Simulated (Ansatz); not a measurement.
**MoN2: a strain scan**

Aim: for MoN2, see how energy and stress answer to the strain pattern (0, 0, 0, 0, 0, 1).

Program: Ansatz 0.2.0. Level of theory: DFT PBEsol, scalar-relativistic, plane waves, PAW. These are calculated values, not measurements.

1 further run of the same task is left out (set aside as unsound or not needed).

## Step 1: The starting structure

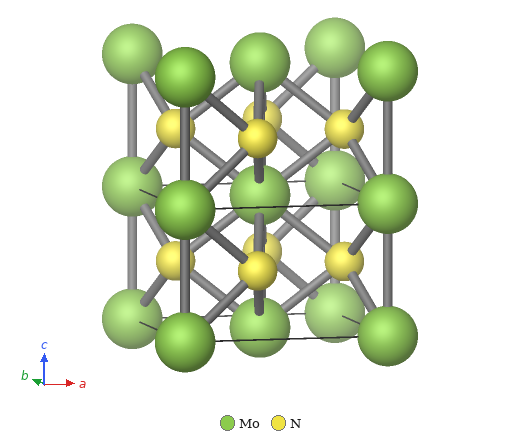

Start, viewed slightly off an axis; molybdenum green, nitrogen yellow. 1×1×2 cells are drawn. Atoms on the faces are drawn again on the opposite ones.

Coordinates:

```xyz
6
Lattice="4.2866 0.0000 0.0000 0.0000 4.2866 0.0000 0.0000 0.0000 2.7284" Properties=species:S:1:pos:R:3 pbc="T T T"
Mo    2.1433    2.1433    0.0000
Mo    0.0000    0.0000    0.0000
N     3.8035    1.6602    1.3642
N     0.4831    2.6264    1.3642
N     1.6602    0.4831    1.3642
N     2.6264    3.8035    1.3642
```

It goes back to an entry of the Materials Project, which need not be the stable form.

It is the result of an earlier relaxation at this level (volume 8.36 Å³/atom; gap on the mesh: none (metal)).

## Step 2: The reference: the undisturbed cell on the scan's mesh

The input, input.yaml:

```yaml
crystal:
  lattice:
    - [4.2866467491, 0.0, 0.0]
    - [0.0, 4.2866467491, 0.0]
    - [0.0, 0.0, 2.7284347069]
  atoms:
    - { symbol: Mo, position: [0.5, 0.5, 0.0] }
    - { symbol: Mo, position: [0.0, 0.0, 0.0] }
    - { symbol: "N", position: [0.8872955619, 0.3872955619, 0.5] }
    - { symbol: "N", position: [0.1127044381, 0.6127044381, 0.5] }
    - { symbol: "N", position: [0.3872955619, 0.1127044381, 0.5] }
    - { symbol: "N", position: [0.6127044381, 0.8872955619, 0.5] }
basis:
  ecutwfc: 420
kpoints:
  mp_grid: { grid: [12, 12, 18] }
hamiltonian:
  xc: pbesol
scf:
  occupations: { method: gaussian, width: 0.15 }
output:
  forces: true
  stress: true
  eigenvalues: true
  write_density: true
  write_potential: true
  elf: true
  volumetric_format: npy
```

The run is started by

```
$ ansatz run input.yaml --threads 1 --pin off --max-ram 2560MiB --backend cpu --events-out ev --progress --plain --runs-dir out
```

Log (excerpt; [...] marks lines left out):

```text
Warning: RAYON_NUM_THREADS=1 ignored (pool sized by the plan → 1); use --threads N
[...]
Pseudopotentials: kind: paw
Pseudopotential: Mo, paw, valence charge 14, recommended cutoff 420 eV (normal), Mo.paw.azcp
Pseudopotential: N, paw, valence charge 5, recommended cutoff 420 eV (normal), N.paw.azcp
Functional definition: PBEsol
[...]
Crystal: 6 atoms, lattice volume = 50.136 Å³
Basis set: ecut = 420 eV, 993 PW (Γ), exchange–correlation on 60×60×40 points (8 copies of the dense FFT grid, shifted against one another)
Bands: 30, of which v1, the nominal top of the filled ones, is band 24 counted from 1 (23 counted from 0)
Symmetry: 16 space group operations
Space group: P4/mbm (ITA 127), of the structure as read, at distance tolerance 3.7e-5 Å
k-points: 280 of 2592
[...]
SCF iter   1: F=—  HF=-11309.680625 eV  |F-HF|=—  |Δ(HF+E_count)|=         —  Δρ=1.31e-2  dr2=5.70e-2  ethr=1.77e-3  ⟨swp⟩=5.1  Hψ=35183  notcnv=0
[...]
SCF iter   6: F=-11309.667008 eV  HF=-11309.667008 eV  |F-HF|=6.54e-9  |Δ(HF+E_count)|=   2.39e-8  Δρ=6.69e-6  dr2=2.36e-8  ethr=2.08e-10  ⟨swp⟩=11.2  Hψ=54969  notcnv=0
[...]
SCF converged after 6 iterations
Free energy (F): -11309.667008 eV
[...]
E sigma→0 (E₀):  -11309.657148 eV
Entropy (-TS):   -0.019720 eV (-3.287 meV/atom)
Fermi energy:    19.712319 eV
[...]
--- Forces (eV/Å), atoms counted from 1 ---
  atom   1  Mo     0.00000000    -0.00000000     0.00000000
  atom   2  Mo     0.00000000     0.00000000     0.00000000
  atom   3  N     -0.01083740    -0.01083740     0.00000000
  atom   4  N      0.01083740     0.01083740     0.00000000
  atom   5  N     -0.01083740     0.01083740     0.00000000
  atom   6  N      0.01083740    -0.01083740     0.00000000
[...]
--- Stress (GPa, compression-positive) ---
        0.492844       0.000000       0.000000
        0.000000       0.492844       0.000000
        0.000000       0.000000      -0.677354
  P = ⅓ Tr σ = 0.1028 GPa (1.028 kbar)
--- Band table (eV; the first three rows and the last of 280) ---
[...]
```

Run time: 30 s. Hardware: 1 thread of Arm Neoverse V1, shared host; peak memory 0.53 GiB.

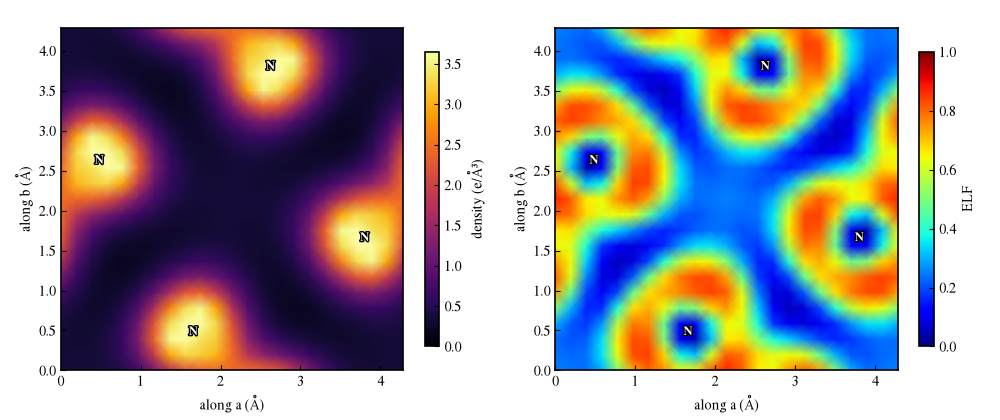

Density (left) and ELF (right) in a lattice plane of the grid's cell (edges 4.29 and 4.29 Å, at 0.500 of the third edge), which holds N. Only atoms in the plane are labelled. Both are smooth fields of the valence electrons: close to the nuclei they are not physical.

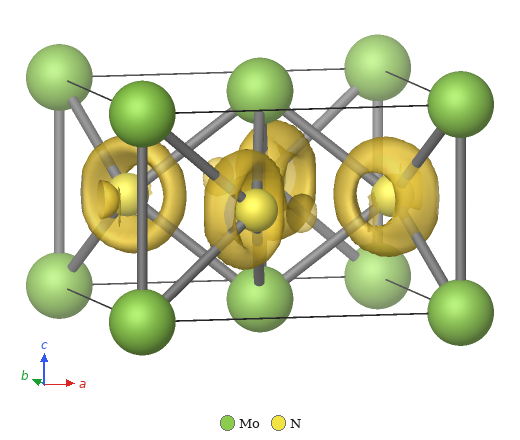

Surface of ELF = 0.80, drawn in one cell.

Outside the cores ELF peaks at 0.88 on the N–N line, 0.7 Å from N; 0.86 in the shell around N, 0.6 Å from N.

Reference values: F = -11309.6670 eV; pressure 0.10 GPa; largest force 0.015 eV/Å; gap on the mesh none (metal).

## Step 3: Next: a strain scan

The cell is strained by ε times the Voigt pattern (0, 0, 0, 0, 0, 1) (xx, yy, zz, yz, xz, xy; engineering shear), with fractional coordinates fixed (clamped ions). The stress on the pattern is the sum of the stress components weighted by it, tension positive.

## Step 4: ε = -0.0200

Changes to input.yaml since step 2:

```diff
@@ -2,4 +2,4 @@
   lattice:
-    - [4.2866467491, 0.0, 0.0]
-    - [0.0, 4.2866467491, 0.0]
+    - [4.2866467491, -0.0428664675, 0.0]
+    - [-0.0428664675, 4.2866467491, 0.0]
     - [0.0, 0.0, 2.7284347069]
@@ -24,5 +24 @@
   eigenvalues: true
-  write_density: true
-  write_potential: true
-  elf: true
-  volumetric_format: npy
```

The run is started by

```
$ ansatz run input.yaml --threads 1 --pin off --max-ram 2560MiB --backend cpu --events-out ev --progress --plain --runs-dir out
```

Log (excerpt; [...] marks lines left out):

```text
Warning: RAYON_NUM_THREADS=1 ignored (pool sized by the plan → 1); use --threads N
[...]
[... 4 set-up lines as earlier in the session ...]
[...]
Crystal: 6 atoms, lattice volume = 50.131 Å³
Basis set: ecut = 420 eV, 981 PW (Γ), exchange–correlation on 60×60×40 points (8 copies of the dense FFT grid, shifted against one another)
Bands: 30, of which v1, the nominal top of the filled ones, is band 24 counted from 1 (23 counted from 0)
Symmetry: 8 space group operations
Space group: Cmmm (ITA 65), of the structure as read, at distance tolerance 3.7e-5 Å
k-points: 430 of 2592
[...]
SCF iter   1: F=—  HF=-11309.661956 eV  |F-HF|=—  |Δ(HF+E_count)|=         —  Δρ=1.32e-2  dr2=5.87e-2  ethr=1.77e-3  ⟨swp⟩=5.1  Hψ=54119  notcnv=0
[...]
SCF iter   6: F=-11309.647928 eV  HF=-11309.647928 eV  |F-HF|=3.23e-8  |Δ(HF+E_count)|=   9.88e-8  Δρ=9.19e-6  dr2=6.15e-8  ethr=2.08e-10  ⟨swp⟩=8.2  Hψ=53448  notcnv=0
[...]
SCF converged after 6 iterations
Free energy (F): -11309.647928 eV
[...]
E sigma→0 (E₀):  -11309.638179 eV
Entropy (-TS):   -0.019497 eV (-3.250 meV/atom)
Fermi energy:    19.712066 eV
[...]
--- Forces (eV/Å), atoms counted from 1 ---
  atom   1  Mo    -0.00000000    -0.00000000     0.00000000
  atom   2  Mo     0.00000000     0.00000000     0.00000000
  atom   3  N     -0.17184295    -0.17184295     0.00000000
  atom   4  N      0.17184295     0.17184295     0.00000000
  atom   5  N      0.12588384    -0.12588384     0.00000000
  atom   6  N     -0.12588384     0.12588384     0.00000000
[...]
--- Stress (GPa, compression-positive) ---
        0.796210       6.115538       0.000000
        6.115538       0.796210       0.000000
        0.000000       0.000000      -0.783344
  P = ⅓ Tr σ = 0.2697 GPa (2.697 kbar)
--- Band table (eV; the first three rows and the last of 430) ---
[...]
```

It took 32 s on 1 thread of Arm Neoverse V1, shared host; peak memory 0.68 GiB.

## Step 5: Point ε = 0.0150

Changes to input.yaml since step 4:

```diff
@@ -2,4 +2,4 @@
   lattice:
-    - [4.2866467491, -0.0428664675, 0.0]
-    - [-0.0428664675, 4.2866467491, 0.0]
+    - [4.2866467491, 0.0321498506, 0.0]
+    - [0.0321498506, 4.2866467491, 0.0]
     - [0.0, 0.0, 2.7284347069]
```

The run is started by

```
$ ansatz run input.yaml --threads 1 --pin off --max-ram 2560MiB --backend cpu --events-out ev --progress --plain --runs-dir out
```

Log (excerpt; [...] marks lines left out):

```text
[...]
SCF converged after 6 iterations
Free energy (F): -11309.656303 eV
[...]
E sigma→0 (E₀):  -11309.646555 eV
Entropy (-TS):   -0.019495 eV (-3.249 meV/atom)
Fermi energy:    19.712344 eV
[...]
--- Forces (eV/Å), atoms counted from 1 ---
  atom   1  Mo     0.00000000     0.00000000     0.00000000
  atom   2  Mo     0.00000000     0.00000000     0.00000000
  atom   3  N      0.09339367     0.09339367     0.00000000
  atom   4  N     -0.09339367    -0.09339367     0.00000000
  atom   5  N     -0.12912292     0.12912292     0.00000000
  atom   6  N      0.12912292    -0.12912292     0.00000000
[...]
--- Stress (GPa, compression-positive) ---
        0.660461      -4.571786       0.000000
       -4.571786       0.660461       0.000000
        0.000000       0.000000      -0.733407
  P = ⅓ Tr σ = 0.1958 GPa (1.958 kbar)
--- Band table (eV; the first three rows and the last of 430) ---
[...]
```

Wall time 33 s (1 thread of Arm Neoverse V1, shared host); peak memory 0.68 GiB.

## Step 6: ε = -0.0100

Changes to input.yaml since step 5:

```diff
@@ -2,4 +2,4 @@
   lattice:
-    - [4.2866467491, 0.0321498506, 0.0]
-    - [0.0321498506, 4.2866467491, 0.0]
+    - [4.2866467491, -0.0214332337, 0.0]
+    - [-0.0214332337, 4.2866467491, 0.0]
     - [0.0, 0.0, 2.7284347069]
```

The run is started by

```
$ ansatz run input.yaml --threads 1 --pin off --max-ram 2560MiB --backend cpu --events-out ev --progress --plain --runs-dir out
```

Log (excerpt; [...] marks lines left out):

```text
[...]
SCF converged after 6 iterations
Free energy (F): -11309.662257 eV
[...]
E sigma→0 (E₀):  -11309.652467 eV
Entropy (-TS):   -0.019580 eV (-3.263 meV/atom)
Fermi energy:    19.712395 eV
[...]
--- Forces (eV/Å), atoms counted from 1 ---
  atom   1  Mo     0.00000000    -0.00000000     0.00000000
  atom   2  Mo     0.00000000     0.00000000     0.00000000
  atom   3  N     -0.08793091    -0.08793091     0.00000000
  atom   4  N      0.08793091     0.08793091     0.00000000
  atom   5  N      0.05986862    -0.05986862     0.00000000
  atom   6  N     -0.05986862     0.05986862     0.00000000
[...]
--- Stress (GPa, compression-positive) ---
        0.565974       3.035248       0.000000
        3.035248       0.565974       0.000000
        0.000000       0.000000      -0.701166
  P = ⅓ Tr σ = 0.1436 GPa (1.436 kbar)
--- Band table (eV; the first three rows and the last of 430) ---
[...]
```

It took 32 s on 1 thread of Arm Neoverse V1, shared host; peak memory 0.68 GiB.

## Step 7: ε = 0.0050

Changes to input.yaml since step 6:

```diff
@@ -2,4 +2,4 @@
   lattice:
-    - [4.2866467491, -0.0214332337, 0.0]
-    - [-0.0214332337, 4.2866467491, 0.0]
+    - [4.2866467491, 0.0107166169, 0.0]
+    - [0.0107166169, 4.2866467491, 0.0]
     - [0.0, 0.0, 2.7284347069]
```

The run is started by

```
$ ansatz run input.yaml --threads 1 --pin off --max-ram 2560MiB --backend cpu --events-out ev --progress --plain --runs-dir out
```

Log (excerpt; [...] marks lines left out):

```text
[...]
SCF converged after 6 iterations
Free energy (F): -11309.665806 eV
[...]
E sigma→0 (E₀):  -11309.655967 eV
Entropy (-TS):   -0.019678 eV (-3.280 meV/atom)
Fermi energy:    19.712349 eV
[...]
--- Forces (eV/Å), atoms counted from 1 ---
  atom   1  Mo    -0.00000000    -0.00000000     0.00000000
  atom   2  Mo     0.00000000     0.00000000     0.00000000
  atom   3  N      0.02519788     0.02519788     0.00000000
  atom   4  N     -0.02519788    -0.02519788     0.00000000
  atom   5  N     -0.04848233     0.04848233     0.00000000
  atom   6  N      0.04848233    -0.04848233     0.00000000
[...]
--- Stress (GPa, compression-positive) ---
        0.510723      -1.512447       0.000000
       -1.512447       0.510723       0.000000
        0.000000       0.000000      -0.683350
  P = ⅓ Tr σ = 0.1127 GPa (1.127 kbar)
--- Band table (eV; the first three rows and the last of 430) ---
[...]
```

Wall time 32 s (1 thread of Arm Neoverse V1, shared host); peak memory 0.67 GiB.

## Step 8: At ε = 0.0175

Changes to input.yaml since step 7:

```diff
@@ -2,4 +2,4 @@
   lattice:
-    - [4.2866467491, 0.0107166169, 0.0]
-    - [0.0107166169, 4.2866467491, 0.0]
+    - [4.2866467491, 0.0375081591, 0.0]
+    - [0.0375081591, 4.2866467491, 0.0]
     - [0.0, 0.0, 2.7284347069]
```

The run is started by

```
$ ansatz run input.yaml --threads 1 --pin off --max-ram 2560MiB --backend cpu --events-out ev --progress --plain --runs-dir out
```

Log (excerpt; [...] marks lines left out):

```text
Warning: RAYON_NUM_THREADS=1 ignored (pool sized by the plan → 1); use --threads N
[...]
[... 4 set-up lines as earlier in the session ...]
[...]
Crystal: 6 atoms, lattice volume = 50.132 Å³
Basis set: ecut = 420 eV, 981 PW (Γ), exchange–correlation on 60×60×40 points (8 copies of the dense FFT grid, shifted against one another)
Bands: 30, of which v1, the nominal top of the filled ones, is band 24 counted from 1 (23 counted from 0)
[... 2 set-up lines as earlier in the session ...]
k-points: 430 of 2592
[...]
SCF iter   1: F=—  HF=-11309.666370 eV  |F-HF|=—  |Δ(HF+E_count)|=         —  Δρ=1.32e-2  dr2=5.83e-2  ethr=1.77e-3  ⟨swp⟩=5.1  Hψ=54164  notcnv=0
[...]
SCF iter   6: F=-11309.652430 eV  HF=-11309.652430 eV  |F-HF|=2.89e-8  |Δ(HF+E_count)|=   8.74e-8  Δρ=8.80e-6  dr2=5.58e-8  ethr=2.08e-10  ⟨swp⟩=8.1  Hψ=53019  notcnv=0
[...]
SCF converged after 6 iterations
Free energy (F): -11309.652430 eV
[...]
E sigma→0 (E₀):  -11309.642689 eV
Entropy (-TS):   -0.019482 eV (-3.247 meV/atom)
Fermi energy:    19.712239 eV
[...]
--- Forces (eV/Å), atoms counted from 1 ---
  atom   1  Mo    -0.00000000    -0.00000000     0.00000000
  atom   2  Mo     0.00000000     0.00000000     0.00000000
  atom   3  N      0.10978035     0.10978035     0.00000000
  atom   4  N     -0.10978035    -0.10978035     0.00000000
  atom   5  N     -0.15029741     0.15029741     0.00000000
  atom   6  N      0.15029741    -0.15029741     0.00000000
[...]
--- Stress (GPa, compression-positive) ---
        0.723008      -5.343423       0.000000
       -5.343423       0.723008       0.000000
        0.000000       0.000000      -0.755902
  P = ⅓ Tr σ = 0.2300 GPa (2.300 kbar)
--- Band table (eV; the first three rows and the last of 430) ---
[...]
```

Run time: 33 s. Hardware: 1 thread of Arm Neoverse V1, shared host; peak memory 0.68 GiB.

## Step 9: At ε = 0.0125

Changes to input.yaml since step 8:

```diff
@@ -2,4 +2,4 @@
   lattice:
-    - [4.2866467491, 0.0375081591, 0.0]
-    - [0.0375081591, 4.2866467491, 0.0]
+    - [4.2866467491, 0.0267915422, 0.0]
+    - [0.0267915422, 4.2866467491, 0.0]
     - [0.0, 0.0, 2.7284347069]
```

The run is started by

```
$ ansatz run input.yaml --threads 1 --pin off --max-ram 2560MiB --backend cpu --events-out ev --progress --plain --runs-dir out
```

Log (excerpt; [...] marks lines left out):

```text
Warning: RAYON_NUM_THREADS=1 ignored (pool sized by the plan → 1); use --threads N
[...]
[... 4 set-up lines as earlier in the session ...]
[...]
Crystal: 6 atoms, lattice volume = 50.134 Å³
Basis set: ecut = 420 eV, 977 PW (Γ), exchange–correlation on 60×60×40 points (8 copies of the dense FFT grid, shifted against one another)
Bands: 30, of which v1, the nominal top of the filled ones, is band 24 counted from 1 (23 counted from 0)
[... 2 set-up lines as earlier in the session ...]
k-points: 430 of 2592
[...]
SCF iter   1: F=—  HF=-11309.673329 eV  |F-HF|=—  |Δ(HF+E_count)|=         —  Δρ=1.32e-2  dr2=5.77e-2  ethr=1.77e-3  ⟨swp⟩=5.1  Hψ=54098  notcnv=0
[...]
SCF iter   6: F=-11309.659552 eV  HF=-11309.659552 eV  |F-HF|=2.08e-8  |Δ(HF+E_count)|=   6.16e-8  Δρ=8.01e-6  dr2=4.35e-8  ethr=2.08e-10  ⟨swp⟩=7.8  Hψ=52446  notcnv=0
[...]
SCF converged after 6 iterations
Free energy (F): -11309.659552 eV
[...]
E sigma→0 (E₀):  -11309.649787 eV
Entropy (-TS):   -0.019531 eV (-3.255 meV/atom)
Fermi energy:    19.712390 eV
[...]
--- Forces (eV/Å), atoms counted from 1 ---
  atom   1  Mo     0.00000000    -0.00000000     0.00000000
  atom   2  Mo     0.00000000     0.00000000     0.00000000
  atom   3  N      0.07675905     0.07675905     0.00000000
  atom   4  N     -0.07675905    -0.07675905     0.00000000
  atom   5  N     -0.10833309     0.10833309     0.00000000
  atom   6  N      0.10833309    -0.10833309     0.00000000
[...]
--- Stress (GPa, compression-positive) ---
        0.608269      -3.802080       0.000000
       -3.802080       0.608269       0.000000
        0.000000       0.000000      -0.715310
  P = ⅓ Tr σ = 0.1671 GPa (1.671 kbar)
--- Band table (eV; the first three rows and the last of 430) ---
[...]
```

Run time: 33 s. Hardware: 1 thread of Arm Neoverse V1, shared host; peak memory 0.68 GiB.

## Step 10: ε = 0.0075

Changes to input.yaml since step 9:

```diff
@@ -2,4 +2,4 @@
   lattice:
-    - [4.2866467491, 0.0267915422, 0.0]
-    - [0.0267915422, 4.2866467491, 0.0]
+    - [4.2866467491, 0.0160749253, 0.0]
+    - [0.0160749253, 4.2866467491, 0.0]
     - [0.0, 0.0, 2.7284347069]
```

The run is started by

```
$ ansatz run input.yaml --threads 1 --pin off --max-ram 2560MiB --backend cpu --events-out ev --progress --plain --runs-dir out
```

Log (excerpt; [...] marks lines left out):

```text
[...]
SCF converged after 6 iterations
Free energy (F): -11309.664328 eV
[...]
E sigma→0 (E₀):  -11309.654512 eV
Entropy (-TS):   -0.019632 eV (-3.272 meV/atom)
Fermi energy:    19.712375 eV
[...]
--- Forces (eV/Å), atoms counted from 1 ---
  atom   1  Mo    -0.00000000     0.00000000     0.00000000
  atom   2  Mo     0.00000000     0.00000000     0.00000000
  atom   3  N      0.04269670     0.04269670     0.00000000
  atom   4  N     -0.04269670    -0.04269670     0.00000000
  atom   5  N     -0.06797902     0.06797902     0.00000000
  atom   6  N      0.06797902    -0.06797902     0.00000000
[...]
--- Stress (GPa, compression-positive) ---
        0.533700      -2.272240       0.000000
       -2.272240       0.533700       0.000000
        0.000000       0.000000      -0.690589
  P = ⅓ Tr σ = 0.1256 GPa (1.256 kbar)
--- Band table (eV; the first three rows and the last of 430) ---
[...]
```

It took 32 s on 1 thread of Arm Neoverse V1, shared host; peak memory 0.67 GiB.

## Step 11: At ε = 0.0025

Changes to input.yaml since step 10:

```diff
@@ -2,4 +2,4 @@
   lattice:
-    - [4.2866467491, 0.0160749253, 0.0]
-    - [0.0160749253, 4.2866467491, 0.0]
+    - [4.2866467491, 0.0053583084, 0.0]
+    - [0.0053583084, 4.2866467491, 0.0]
     - [0.0, 0.0, 2.7284347069]
```

The run is started by

```
$ ansatz run input.yaml --threads 1 --pin off --max-ram 2560MiB --backend cpu --events-out ev --progress --plain --runs-dir out
```

Log (excerpt; [...] marks lines left out):

```text
Warning: RAYON_NUM_THREADS=1 ignored (pool sized by the plan → 1); use --threads N
[...]
[... 4 set-up lines as earlier in the session ...]
[...]
Crystal: 6 atoms, lattice volume = 50.136 Å³
Basis set: ecut = 420 eV, 993 PW (Γ), exchange–correlation on 60×60×40 points (8 copies of the dense FFT grid, shifted against one another)
Bands: 30, of which v1, the nominal top of the filled ones, is band 24 counted from 1 (23 counted from 0)
[... 2 set-up lines as earlier in the session ...]
k-points: 430 of 2592
[...]
SCF iter   1: F=—  HF=-11309.680272 eV  |F-HF|=—  |Δ(HF+E_count)|=         —  Δρ=1.31e-2  dr2=5.71e-2  ethr=1.77e-3  ⟨swp⟩=5.1  Hψ=53939  notcnv=0
[...]
SCF iter   6: F=-11309.666697 eV  HF=-11309.666697 eV  |F-HF|=6.95e-9  |Δ(HF+E_count)|=   2.25e-8  Δρ=6.59e-6  dr2=2.37e-8  ethr=2.08e-10  ⟨swp⟩=7.3  Hψ=51480  notcnv=0
[...]
SCF converged after 6 iterations
Free energy (F): -11309.666697 eV
[...]
E sigma→0 (E₀):  -11309.656842 eV
Entropy (-TS):   -0.019709 eV (-3.285 meV/atom)
Fermi energy:    19.712327 eV
[...]
--- Forces (eV/Å), atoms counted from 1 ---
  atom   1  Mo     0.00000000    -0.00000000     0.00000000
  atom   2  Mo     0.00000000     0.00000000     0.00000000
  atom   3  N      0.00736366     0.00736366     0.00000000
  atom   4  N     -0.00736366    -0.00736366     0.00000000
  atom   5  N     -0.02944334     0.02944334     0.00000000
  atom   6  N      0.02944334    -0.02944334     0.00000000
[...]
--- Stress (GPa, compression-positive) ---
        0.497199      -0.755419       0.000000
       -0.755419       0.497199       0.000000
        0.000000       0.000000      -0.678914
  P = ⅓ Tr σ = 0.1052 GPa (1.052 kbar)
--- Band table (eV; the first three rows and the last of 430) ---
[...]
```

Run time: 32 s. Hardware: 1 thread of Arm Neoverse V1, shared host; peak memory 0.67 GiB.

## Step 12: The scan collected

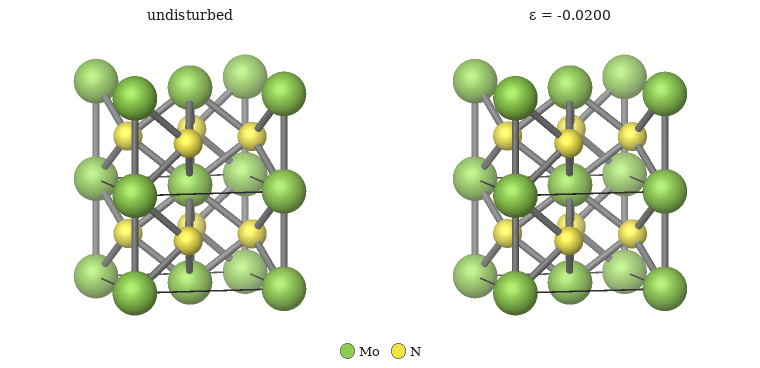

The undisturbed cell and the costliest point of the scan, at one scale, with neighbouring cells.

Collected from the runs (energy zero: the undisturbed cell):

```
      ε  ΔE (meV/atom)  stress on the pattern (GPa)  pressure (GPa)
-0.0200            3.2                        -6.12             0.3
-0.0100            0.8                        -3.04             0.1
 0.0000            0.0                         0.00             0.1
 0.0025            0.1                         0.76             0.1
 0.0050            0.2                         1.51             0.1
 0.0075            0.4                         2.27             0.1
 0.0125            1.2                         3.80             0.2
 0.0150            1.8                         4.57             0.2
 0.0175            2.4                         5.34             0.2
```

Not run, since symmetry makes them alike: 0.0200 repeats -0.0200, -0.0150 repeats 0.0150, 0.0100 repeats -0.0100, -0.0050 repeats 0.0050. Energy, pressure and gap are the same there.

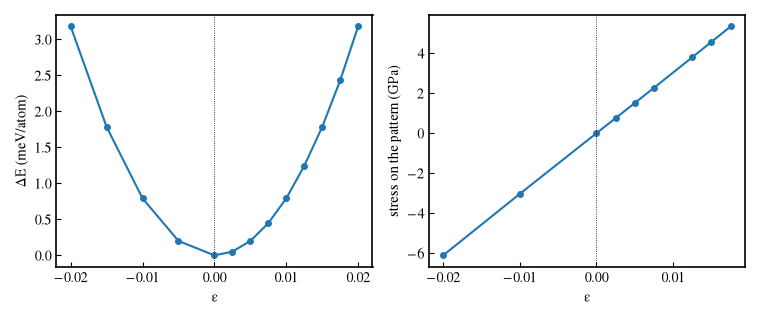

ΔE and stress on the pattern along the scan; points alike by symmetry are filled in.

## Step 13: What came out

| quantity | value |
| --- | --- |
| slope of the stress at ε = 0, from the points at -0.0100, 0 and 0.0025 | 302 GPa |

What this shows: From the stress slope, C66 is about 302 GPa with the ions clamped; letting the atoms relax could not make it stiffer. The undisturbed cell stays the lowest of the sampled points.
